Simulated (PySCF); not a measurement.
# C₅H₁₀F₃O₂P: magnetic properties

Wanted: magnetic properties for C₅H₁₀F₃O₂P (`COCC[P@](C)(=O)C(F)(F)F`).

Computed with PySCF 2.14.0 and routines of our own; the level stands in each step. Atoms count from 0.

## 1. The system as given

21 atoms, charge 0, multiplicity 1; geometry from: GFN2-xTB.

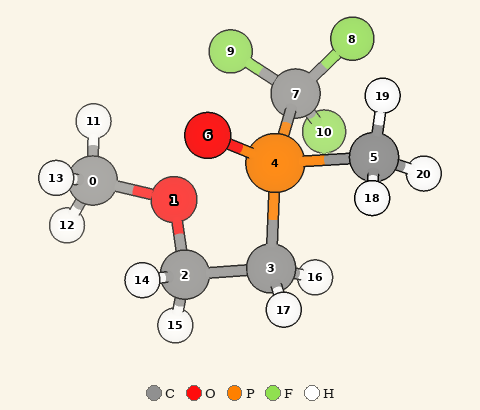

The starting geometry (carbon grey, oxygen red, phosphorus orange, fluorine green, hydrogen white).

## 2. Magnetic properties: GIAO PBE0/pcSseg-1

What the job is given:

```
{"job": {"kind": "mag", "xc": "PBE0", "basis": "pcSseg-1", "isotopologues": 0}, "charge": 0, "multiplicity": 1}
C      2.584674     0.862018    -0.417771
O      1.462980     0.255643     0.182610
C      1.375675    -1.136826    -0.008811
C     -0.052803    -1.435900     0.400273
P     -0.980560    -0.024882    -0.352760
C     -2.737891    -0.465603    -0.073934
O     -0.668720     0.311327    -1.738761
C     -0.843057     1.467267     0.813863
F     -2.049778     2.050938     0.937190
F     -0.024581     2.404410     0.352457
F     -0.456453     1.156751     2.055453
H      2.510088     1.925606    -0.205872
H      3.512354     0.461688     0.004538
H      2.576808     0.704519    -1.500622
H      1.524751    -1.381815    -1.069528
H      2.126083    -1.669066     0.591765
H     -0.168830    -1.432793     1.482922
H     -0.431496    -2.371018    -0.011797
H     -2.942501    -1.366324    -0.649568
H     -3.363035     0.338649    -0.457743
H     -2.962629    -0.637649     0.975030
```

Level: GIAO PBE0/pcSseg-1 magnetisability, rotational g tensor and spin-rotation constants, non-relativistic, gas phase.

On the command line:

```
OMP_NUM_THREADS=1 python excited_run.py task.json out
```

The driver reads the jobs from task.json and runs them one after another.

What it wrote:

```text
coarse grid: 18688 points
cycle   1  E = -986.5856314883  dE =  1.863e+00  |g| = 1.321e+00  |ddm| = 4.078e+00
cycle   2  E = -985.6306978443  dE =  9.549e-01  |g| = 2.588e+00  |ddm| = 3.778e+00
cycle   3  E = -986.8776353959  dE = -1.247e+00  |g| = 3.742e-01  |ddm| = 3.137e+00
cycle   4  E = -986.9017671432  dE = -2.413e-02  |g| = 1.514e-01  |ddm| = 4.539e-01
cycle   5  E = -986.9054796880  dE = -3.713e-03  |g| = 2.867e-02  |ddm| = 1.088e-01
cycle   6  E = -986.9056351348  dE = -1.554e-04  |g| = 9.196e-03  |ddm| = 2.525e-02
cycle   7  E = -986.9056497827  dE = -1.465e-05  |g| = 2.807e-03  |ddm| = 8.279e-03
cycle   8  E = -986.9056512840  dE = -1.501e-06  |g| = 6.318e-04  |ddm| = 3.002e-03
final grid: 178920 points
cycle   9  E = -987.0124940721  dE = -5.320e-05  |g| = 1.477e-02  |ddm| = 3.328e-02
cycle  10  E = -987.0124381708  dE =  5.590e-05  |g| = 2.293e-02  |ddm| = 2.711e-02
cycle  11  E = -987.0125349223  dE = -9.675e-05  |g| = 3.142e-03  |ddm| = 1.915e-02
cycle  12  E = -987.0125367945  dE = -1.872e-06  |g| = 4.024e-04  |ddm| = 2.920e-03
cycle  13  E = -987.0125368127  dE = -1.823e-08  |g| = 2.363e-04  |ddm| = 5.121e-04
cycle  14  E = -987.0125368231  dE = -1.040e-08  |g| = 3.580e-05  |ddm| = 2.112e-04
cycle  15  E = -987.0125368233  dE = -1.771e-10  |g| = 1.375e-05  |ddm| = 3.086e-05
converged SCF energy = -987.0125368233

Magnetisability tensor (1e-30 J/T^2)
    -1701.72      -35.68       40.05
      -35.68    -1654.12       30.37
       40.05       30.37    -1655.92
isotropic -1670.59   principal values   -1747.79  -1639.51  -1624.46
isotropic susceptibility -100.605 1e-6 cm^3/mol

Inertial axes            a          b          c
rot. const./GHz      1.2461     0.9256     0.7225
chi total          -101.508    -99.389   -100.919
chi diamagnetic   -1058.648  -1410.769  -1758.459
chi paramagnetic    957.140   1311.380   1657.541
quadrupole/D A        8.751      1.610    -10.361
g nuclear            0.5450     0.5598     0.5574
g electronic        -0.5603    -0.5702    -0.5626
g total             -0.0153    -0.0105    -0.0053

Spin-rotation constants (kHz, H = +C I.J)
atom  isotope        aa         bb         cc
  4    31P        2.172      1.659      0.942
  8    19F        1.132      1.458      0.841
  9    19F        1.547      1.104      0.818
 10    19F        1.496      1.337      0.712
 11     1H       -0.090      0.015     -0.069
 12     1H       -0.003     -0.091     -0.044
 13     1H       -0.125     -0.051     -0.003
 14     1H       -0.086     -0.060     -0.018
 15     1H       -0.030     -0.101     -0.016
 16     1H       -0.122     -0.099      0.010
 17     1H       -0.144      0.033     -0.088
 18     1H       -0.132      0.025     -0.094
 19     1H       -0.036     -0.099     -0.043
 20     1H       -0.114     -0.106     -0.006
  0    13C*       0.247      0.191      0.149
  1    17O*      -0.079     -0.082     -0.080
  2    13C*       0.319      0.147      0.165
  3    13C*       0.187      0.163      0.133
  5    13C*       0.164      0.140      0.102
  6    17O*      -0.135     -0.044     -0.145
  7    13C*       0.378      0.290      0.225
* in the singly substituted isotopologue
```

Run time: 86 s. Hardware: 1 thread of AMD EPYC 7R43, shared host; peak memory 1.1 GiB.

In short:

```
              quantity                      value
       magnetisability           -1671·10⁻³⁰ J/T²
  molar susceptibility        -100.6·10⁻⁶ cm³/mol
rotational g (a, b, c)  -0.0153, -0.0105, -0.0053
```

## 3. Magnetic properties: GIAO revPBE/pcSseg-0

The job, as its differences from that of step 2:

```diff
@@ -1,2 +1,2 @@
-{"job": {"kind": "mag", "xc": "PBE0", "basis": "pcSseg-1", "isotopologues": 0}, "charge": 0, "multiplicity": 1}
+{"job": {"kind": "mag", "xc": "revPBE", "basis": "pcSseg-0"}, "charge": 0, "multiplicity": 1}
 C      2.584674     0.862018    -0.417771
```

Level: GIAO revPBE/pcSseg-0 magnetisability, rotational g tensor and spin-rotation constants, non-relativistic, gas phase.

What it wrote:

```text
coarse grid: 18688 points
cycle   1  E = -985.3791953778  dE =  1.766e+00  |g| = 1.389e+00  |ddm| = 4.911e+00
cycle   2  E = -981.2102757780  dE =  4.169e+00  |g| = 4.185e+00  |ddm| = 1.292e+01
cycle   3  E = -985.6308670362  dE = -4.421e+00  |g| = 8.216e-01  |ddm| = 1.205e+01
cycle   4  E = -985.7541679291  dE = -1.233e-01  |g| = 3.796e-01  |ddm| = 2.006e+00
cycle   5  E = -985.7777702009  dE = -2.360e-02  |g| = 1.009e-01  |ddm| = 5.182e-01
cycle   6  E = -985.7798783189  dE = -2.108e-03  |g| = 4.219e-02  |ddm| = 1.375e-01
cycle   7  E = -985.7802033322  dE = -3.250e-04  |g| = 1.818e-02  |ddm| = 6.208e-02
cycle   8  E = -985.7802660037  dE = -6.267e-05  |g| = 5.442e-03  |ddm| = 3.230e-02
cycle   9  E = -985.7802717928  dE = -5.789e-06  |g| = 1.263e-03  |ddm| = 8.686e-03
final grid: 178920 points
cycle  10  E = -985.6664093115  dE = -4.039e-05  |g| = 1.342e-02  |ddm| = 5.203e-02
cycle  11  E = -985.6663104099  dE =  9.890e-05  |g| = 2.575e-02  |ddm| = 5.178e-02
cycle  12  E = -985.6664363836  dE = -1.260e-04  |g| = 6.532e-03  |ddm| = 5.004e-02
cycle  13  E = -985.6664444751  dE = -8.092e-06  |g| = 1.047e-03  |ddm| = 1.371e-02
cycle  14  E = -985.6664446819  dE = -2.068e-07  |g| = 2.352e-04  |ddm| = 1.658e-03
cycle  15  E = -985.6664446945  dE = -1.266e-08  |g| = 5.674e-05  |ddm| = 4.534e-04
cycle  16  E = -985.6664446952  dE = -7.030e-10  |g| = 1.813e-05  |ddm| = 1.129e-04
converged SCF energy = -985.6664446952

Magnetisability tensor (1e-30 J/T^2)
    -1724.54      -43.88       30.86
      -43.88    -1702.85       13.83
       30.86       13.83    -1671.21
isotropic -1699.53   principal values   -1769.89  -1673.08  -1655.63
isotropic susceptibility -102.348 1e-6 cm^3/mol

Inertial axes            a          b          c
rot. const./GHz      1.2461     0.9256     0.7225
chi total          -102.646   -102.921   -101.477
chi diamagnetic   -1061.033  -1412.552  -1760.026
chi paramagnetic    958.388   1309.631   1658.548
quadrupole/D A        9.556      1.392    -10.948
g nuclear            0.5450     0.5598     0.5574
g electronic        -0.5611    -0.5695    -0.5630
g total             -0.0160    -0.0097    -0.0056

Spin-rotation constants (kHz, H = +C I.J)
atom  isotope        aa         bb         cc
  4    31P        2.236      1.659      0.923
  8    19F        1.350      1.471      0.885
  9    19F        1.678      1.119      0.905
 10    19F        1.554      1.374      0.836
 11     1H       -0.102      0.009     -0.075
 12     1H       -0.015     -0.101     -0.052
 13     1H       -0.140     -0.058     -0.008
 14     1H       -0.100     -0.067     -0.023
 15     1H       -0.043     -0.113     -0.022
 16     1H       -0.131     -0.106      0.006
 17     1H       -0.159      0.026     -0.096
 18     1H       -0.147      0.017     -0.101
 19     1H       -0.049     -0.111     -0.048
 20     1H       -0.127     -0.115     -0.007
  0    13C*       0.245      0.192      0.148
  1    17O*      -0.080     -0.089     -0.078
  2    13C*       0.319      0.141      0.166
  3    13C*       0.175      0.159      0.133
  5    13C*       0.156      0.133      0.101
  6    17O*      -0.129     -0.012     -0.204
  7    13C*       0.403      0.320      0.236
* in the singly substituted isotopologue
```

Run time: 46 s. Hardware: 1 thread of AMD EPYC 7R43, shared host; peak memory 0.63 GiB.

In short:

```
              quantity                      value
       magnetisability           -1700·10⁻³⁰ J/T²
  molar susceptibility        -102.3·10⁻⁶ cm³/mol
rotational g (a, b, c)  -0.0160, -0.0097, -0.0056
```

## 4. The levels compared

```
               level  ξ (10⁻³⁰ J/T²)     g(a)     g(b)  gap (eV)  functions  time
  GIAO PBE0/pcSseg-1           -1671  -0.0153  -0.0105      8.75        244  86 s
GIAO revPBE/pcSseg-0           -1700  -0.0160  -0.0097      6.45        123  46 s
```

## 5. What came out

| quantity | value |
| --- | --- |
| magnetisability (step 2, GIAO PBE0/pcSseg-1) | -1671·10⁻³⁰ J/T² |
| molar susceptibility (step 2, GIAO PBE0/pcSseg-1) | -100.6·10⁻⁶ cm³/mol |
| rotational g (a, b, c) (step 2, GIAO PBE0/pcSseg-1) | -0.0153, -0.0105, -0.0053 |
| magnetisability over the levels | -1700 to -1671·10⁻³⁰ J/T² |

In words: The magnetisability spreads by 1.7 % over 2 levels, from GIAO revPBE/pcSseg-0 (46 s) to GIAO PBE0/pcSseg-1 (86 s); the runs took 46 s to 86 s. Two levels can agree by chance, so this spread shows no convergence. Vibrational averaging and real surroundings are missing from these values.
